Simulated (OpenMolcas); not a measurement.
# One shape, several levels: SnSiH6 (SMILES [SiH3][SnH3])

We compute a comparison of 6 runs (HF/def2-SVPD, BLYP/def2-SVPD, PBE/def2-SVPD, PBE0/def2-SVPD, r2SCAN/def2-SVPD, revPBE/def2-SVPD) of SnSiH6. 

The calculation is run with OpenMolcas 26.06.

### Step 1. The structure to begin with

SnSiH6 has 8 atoms, charge 0, and is taken as a singlet. SMILES: `[SiH3][SnH3]`. The coordinates come from a PBE0-D4/def2-TZVP relaxation.

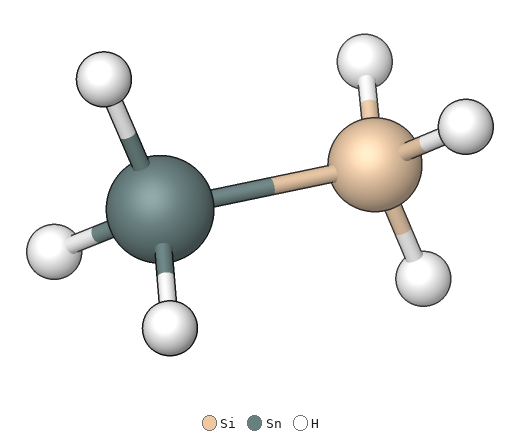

Viewed from a chosen angle; silicon light orange, tin teal, hydrogen white.

### Step 2. Energy and gradient at HF/def2-SVPD (core potential) (run 1)

Input file test.inp:

```
* H6SiSn Hartree-Fock
&GATEWAY
BasLib
$CurrDir
Coord
8
bohr
Si    -1.17522068     0.22922378    -2.17715347
Sn     1.15594547    -0.24453056     2.03617990
H     -3.91248897     0.67123072    -1.72437509
H     -0.87872265    -2.10137545    -3.71765820
H     -0.13530439     2.40448752    -3.61939245
H      0.85113265     2.42999882     3.81592396
H      4.30139460    -0.77611052     1.55052029
H     -0.03250329    -2.72044973     3.73031937
Basis
def2-SVPD
Group
NoSym
&SEWARD
&SCF
Thresholds
1e-10 1e-07 1e-07 1e-05
PrOrbitals
1 2
&ALASKA
```

The basis set def2-SVPD is read from a file made from the Basis Set Exchange's data (not shown).

Started as:

```console
$ export MOLCAS_MEM=1860
$ pymolcas test.inp > test.log
```

The log of the run:

```text
--- Start Module: gateway ---
[...]
--- Stop Module: gateway /rc=_RC_ALL_IS_WELL_ ---
[...]
      Basis functions          104
[...]
--- Start Module: scf ---
[...]
       Convergence after  11 Iterations
[...]
::    Total SCF energy                               -505.6518452803
[...]
      Total spin, S                                     0.0000000000
[...]
      Total electronic charge=   42.000000
      Total            charge=   -0.000000
[...]
      Dipole Moment (debye):
      Origin of the operator (angstrom)=    0.3641   -0.0791    0.6301
                   X= -1.8440E-01               Y=  3.5499E-02               Z= -3.3497E-01           Total=  3.8402E-01
      Quadrupole Moment (debye*angstrom):
[...]
--- Stop Module: scf /rc=_RC_ALL_IS_WELL_ ---
[...]
--- Start Module: alaska ---
[...]
 *              Molecular gradients               *
 **************************************************
  Irreducible representation: a
 ------------------------------------------------------------------------------------------
                              X                       Y                       Z
 ------------------------------------------------------------------------------------------
  SI1               4.23451427541455E-03   -8.76406698740562E-04    7.63952287807435E-03
  SN2              -3.05537052068949E-03    6.00761621080581E-04   -5.55111273661879E-03
  H3               -1.07638945175736E-03    1.71771327136860E-04    3.50567740309504E-04
  H4                2.09209636264307E-04   -1.00146056575845E-03   -5.06562486121354E-04
  H5                5.23324787194968E-04    9.21718441858843E-04   -4.55441376778554E-04
  H6                1.70353761112130E-04   -1.39374651450641E-03   -9.13396597753469E-04
  H7               -1.64577995566262E-03    2.75433964965766E-04    2.88214403613485E-04
  H8                6.40137468167268E-04    1.30192842392640E-03   -8.51791824753256E-04
[...]
--- Stop Module: alaska /rc=_RC_ALL_IS_WELL_ ---
[...]
```

It took 32 s on 1 thread of AMD EPYC 7R43 (Zen 3), shared host; peak memory 0.58 GiB.

### Step 3. Energy and gradient at BLYP/def2-SVPD (core potential) (run 2)

Input file test.inp:

```
* H6SiSn Kohn-Sham DFT

&GATEWAY
  BasLib = $CurrDir
  BasisSet
  Si.def2-SVPD....
  Si1 -0.621900 0.121300 -1.152100 angstrom
  End of Basis
  BasisSet
  Sn.def2-SVPD....
  Sn2 0.611700 -0.129400 1.077500 angstrom
  End of Basis
  BasisSet
  H.def2-SVPD....
  H3 -2.070400 0.355200 -0.912500 angstrom
  H4 -0.465000 -1.112000 -1.967300 angstrom
  H5 -0.071600 1.272400 -1.915300 angstrom
  H6 0.450400 1.285900 2.019300 angstrom
  H7 2.276200 -0.410700 0.820500 angstrom
  H8 -0.017200 -1.439600 1.974000 angstrom
  End of Basis

&SEWARD
  GridInput
  Grid=UltraFine
  End of Grid

&SCF
  KSDFT = BLYP
  Thresholds = 1e-10 1e-07 1e-07 1e-05
  PrOrbitals = 1 1

&ALASKA
```

The basis set def2-SVPD is read from a file made from the Basis Set Exchange's data (not shown).

Started as:

```console
$ export MOLCAS_MEM=1860
$ pymolcas test.inp > test.log
```

The log of the run:

```text
--- Start Module: gateway ---
[...]
--- Stop Module: gateway /rc=_RC_ALL_IS_WELL_ ---
[...]
      Basis functions          104
[...]
--- Start Module: scf ---
[...]
       Convergence after  13 Iterations
[...]
::    Total KS-DFT energy                            -507.1893006922
[...]
      Total spin, S                                     0.0000000000
[...]
      Total electronic charge=   42.000000
      Total            charge=   -0.000000
[...]
      Dipole Moment (debye):
      Origin of the operator (angstrom)=    0.3641   -0.0791    0.6301
                   X= -1.4866E-01               Y=  2.8649E-02               Z= -2.7004E-01           Total=  3.0958E-01
      Quadrupole Moment (debye*angstrom):
[...]
--- Stop Module: scf /rc=_RC_ALL_IS_WELL_ ---
[...]
--- Start Module: alaska ---
[...]
 *              Molecular gradients               *
 **************************************************
  Irreducible representation: a
 ------------------------------------------------------------------------------------------
                              X                       Y                       Z
 ------------------------------------------------------------------------------------------
  SI1               1.46066505543718E-03   -3.14655780894180E-04    2.64746816056416E-03
  SN2              -2.95586558208605E-04    4.20030396603988E-05   -5.37658119720064E-04
  H3                4.41658178866611E-03   -7.19538116634832E-04   -3.97257256450012E-04
  H4               -2.92824562097171E-04    3.58864581679574E-03    2.69035209629376E-03
  H5               -1.44240721962441E-03   -3.39160795843574E-03    2.54246691813886E-03
  H6                4.22982564679875E-04   -5.29247011122269E-03   -3.89043814314194E-03
  H7               -6.47458057642059E-03    1.10482851792781E-03    6.63794211435198E-04
  H8                2.20516950762772E-03    4.98279459276274E-03   -3.71872786706051E-03
[...]
--- Stop Module: alaska /rc=_RC_ALL_IS_WELL_ ---
[...]
```

It took 60 s on 1 thread of AMD EPYC 7R43 (Zen 3), shared host; peak memory 0.59 GiB.

Run 3 isn't shown in full; the table further down has it.

### Step 4. Energy and forces at PBE0/def2-SVPD (core potential) (run 4)

Input file test.inp:

```
&GATEWAY
  BASLIB
  $CurrDir
  COORD
  8
  angstrom
  Si      -0.621900       0.121300      -1.152100
  Sn       0.611700      -0.129400       1.077500
  H       -2.070400       0.355200      -0.912500
  H       -0.465000      -1.112000      -1.967300
  H       -0.071600       1.272400      -1.915300
  H        0.450400       1.285900       2.019300
  H        2.276200      -0.410700       0.820500
  H       -0.017200      -1.439600       1.974000
  BASIS
  def2-SVPD
  GROUP
  NoSym

&SEWARD
  GRIDINPUT
  Grid=UltraFine
  End of Grid

&SCF
  KSDFT
  PBE0
  THRESHOLDS
  1e-10 1e-07 1e-07 1e-05
  PRORBITALS
  1 2

&ALASKA
```

The basis set def2-SVPD is read from a file made from the Basis Set Exchange's data (not shown).

Started as:

```console
$ export MOLCAS_MEM=1860
$ pymolcas test.inp > test.log
```

The log of the run:

```text
--- Start Module: gateway ---
[...]
--- Stop Module: gateway /rc=_RC_ALL_IS_WELL_ ---
[...]
      Basis functions          104
[...]
--- Start Module: scf ---
[...]
       Convergence after  12 Iterations
[...]
::    Total KS-DFT energy                            -507.1470752736
[...]
      Total spin, S                                     0.0000000000
[...]
      Total electronic charge=   42.000000
      Total            charge=   -0.000000
[...]
      Dipole Moment (debye):
      Origin of the operator (angstrom)=    0.3641   -0.0791    0.6301
                   X= -1.3375E-01               Y=  2.5642E-02               Z= -2.4307E-01           Total=  2.7862E-01
      Quadrupole Moment (debye*angstrom):
[...]
--- Stop Module: scf /rc=_RC_ALL_IS_WELL_ ---
[...]
--- Start Module: alaska ---
[...]
 *              Molecular gradients               *
 **************************************************
  Irreducible representation: a
 ------------------------------------------------------------------------------------------
                              X                       Y                       Z
 ------------------------------------------------------------------------------------------
  SI1              -4.45281967762057E-04    7.37144241957921E-05   -8.01241198601588E-04
  SN2              -1.84125183579020E-04    1.50360991708620E-05   -3.47386768185132E-04
  H3                2.52842669545572E-03   -4.09468368682830E-04   -3.74234295473452E-04
  H4               -2.49485972648233E-04    2.13508907047189E-03    1.44627651373685E-03
  H5               -9.29148141329383E-04   -1.97802394980906E-03    1.36118331103807E-03
  H6                1.84201664660100E-04   -1.33028107924504E-03   -8.28424899503410E-04
  H7               -1.54354350720975E-03    2.60871740951574E-04    3.24221510158540E-04
  H8                6.38956412388980E-04    1.23306206293439E-03   -7.80394173233390E-04
[...]
--- Stop Module: alaska /rc=_RC_ALL_IS_WELL_ ---
[...]
```

It took 74 s on 1 thread of AMD EPYC 7R43 (Zen 3), shared host; peak memory 0.59 GiB.

Run 5 isn't shown in full; the table further down has it.

### Step 5. Energy and forces at revPBE/def2-SVPD (core potential) (run 6)

Input file test.input:

```
>>> EXPORT MOLCAS_PRINT=2
&GATEWAY
BasLib = $CurrDir
Coord
8
angstrom
Si      -0.621900       0.121300      -1.152100
Sn       0.611700      -0.129400       1.077500
H       -2.070400       0.355200      -0.912500
H       -0.465000      -1.112000      -1.967300
H       -0.071600       1.272400      -1.915300
H        0.450400       1.285900       2.019300
H        2.276200      -0.410700       0.820500
H       -0.017200      -1.439600       1.974000
Basis = def2-SVPD
Group = NoSym
&SEWARD
GridInput
Grid=UltraFine
End of Grid
&SCF
KSDFT = revPBE
Thresholds = 1e-10 1e-07 1e-07 1e-05
PrOrbitals = 0
&ALASKA
```

The basis set def2-SVPD is read from a file made from the Basis Set Exchange's data (not shown).

Started as:

```console
$ export MOLCAS_MEM=1860
$ pymolcas test.input > test.log
```

The log of the run:

```text
--- Start Module: gateway ---
[...]
--- Stop Module: gateway /rc=_RC_ALL_IS_WELL_ ---
[...]
      Basis functions          104
[...]
--- Start Module: scf ---
[...]
       Convergence after  15 Iterations
[...]
::    Total KS-DFT energy                            -507.2536498327
[...]
      Total spin, S                                     0.0000000000
[...]
      Total electronic charge=   42.000000
      Total            charge=   -0.000000
[...]
      Dipole Moment (debye):
      Origin of the operator (angstrom)=    0.3641   -0.0791    0.6301
                   X= -1.2945E-01               Y=  2.4832E-02               Z= -2.3525E-01           Total=  2.6966E-01
      Quadrupole Moment (debye*angstrom):
[...]
--- Stop Module: scf /rc=_RC_ALL_IS_WELL_ ---
[...]
--- Start Module: alaska ---
[...]
 *              Molecular gradients               *
 **************************************************
  Irreducible representation: a
 ------------------------------------------------------------------------------------------
                              X                       Y                       Z
 ------------------------------------------------------------------------------------------
  SI1              -2.98154323095545E-04    4.49653561831465E-05   -5.28801375493160E-04
  SN2               2.24032406066499E-05   -2.42039430646823E-05    3.40359293407033E-05
  H3                6.25427424493985E-03   -1.01618959204552E-03   -7.62355854625363E-04
  H4               -5.24108388545330E-04    5.18547751835152E-03    3.68801086038584E-03
  H5               -2.18325474784931E-03   -4.86968121445042E-03    3.47217604869199E-03
  H6                4.90043961992093E-04   -4.92508870821240E-03   -3.42760587705770E-03
  H7               -5.90374896977242E-03    1.00268255277824E-03    7.91840168476998E-04
  H8                2.14254498167654E-03    4.60203803043013E-03   -3.26729989978203E-03
[...]
--- Stop Module: alaska /rc=_RC_ALL_IS_WELL_ ---
[...]
```

It took 69 s on 1 thread of AMD EPYC 7R43 (Zen 3), shared host; peak memory 0.59 GiB.

### Step 6. All runs side by side

```csv
run,level,integration grid,energy (Eh),dipole moment (D),HOMO energy (eV),LUMO energy (eV),wall time
1,HF/def2-SVPD (core potential),–,-505.651845,0.38,-10.41,1.85,32 s
2,BLYP/def2-SVPD (core potential),UltraFine,-507.189301,0.31,-6.83,-0.95,60 s
3,PBE/def2-SVPD (core potential),UltraFine,-507.097067,0.26,-6.98,-0.98,44 s
4,PBE0/def2-SVPD (core potential),UltraFine,-507.147075,0.28,-8.02,-0.22,74 s
5,r2SCAN/def2-SVPD (core potential),UltraFine,-507.318628,0.28,-7.23,-0.53,95 s
6,revPBE/def2-SVPD (core potential),UltraFine,-507.253650,0.27,-6.94,-0.92,69 s
```

### Step 7. Summary of results

| quantity | value |
| --- | --- |
| run 6: total energy | -507.25365 Eh |
| run 6: dipole moment | 0.27 D |
| run 6: HOMO energy | -6.94 eV |
| run 6: LUMO energy | -0.92 eV |
| run 6: HOMO–LUMO gap | 6.02 eV |
| run 6: largest force on an atom | 0.328 eV/Å |

In words: The dipole moment (its size) runs from 0.26 D (PBE/def2-SVPD) to 0.38 D (HF/def2-SVPD). The HOMO–LUMO gap runs from 5.89 eV (BLYP/def2-SVPD) to 12.26 eV (HF/def2-SVPD). Exact exchange widens orbital gaps. Totals of different functionals can't be ranked against each other. All runs together took 6.2 min, the longest 95 s.
